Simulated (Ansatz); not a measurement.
## LiNbO3: Nb on a Li site (antisite)

The reference is a 10-atom supercell of LiNbO3 (space group R3c, No. 161; a = 5.137 Å, c = 13.887 Å (hexagonal axes)) at its relaxed geometry.

Now apply this change: a neutral Nb on a Li site (antisite), atoms relaxed at fixed cell, starting from a slightly rattled geometry.

Method: r2SCAN (Ansatz, a program for electronic structure, PAW, no SOC), earlier PAW set. k-mesh 6×6×6 (Γ-centred); smearing 0.01 eV (Fermi–Dirac).

The pressure goes from zero to 9.5 GPa and the largest displacement of a host atom from its site in the perfect cell comes out as 0.17 Å. The shift of the substituted atom off its lattice site comes out as 0.29 Å.

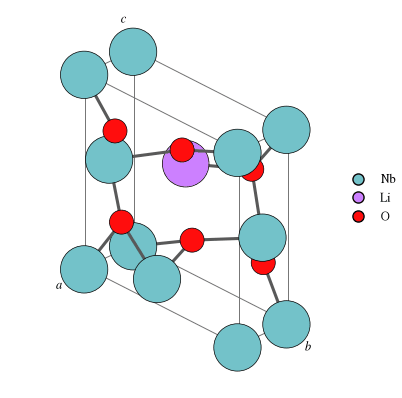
Figure: The relaxed cell after the change

The magnetic state is the one reached from the starting moments; the real material's order can differ, and small cells can't hold many antiferromagnetic ones. In so small a cell the defect repeats every few ångströms: this is an ordered compound, not a dilute defect. No Hubbard U is applied, and correlation can decide whether such a compound is a metal. Gaps under 0.05 eV, about the width of the smearing, are given as zero. The defect cell is spin-polarised and ends with 2.0 μB.
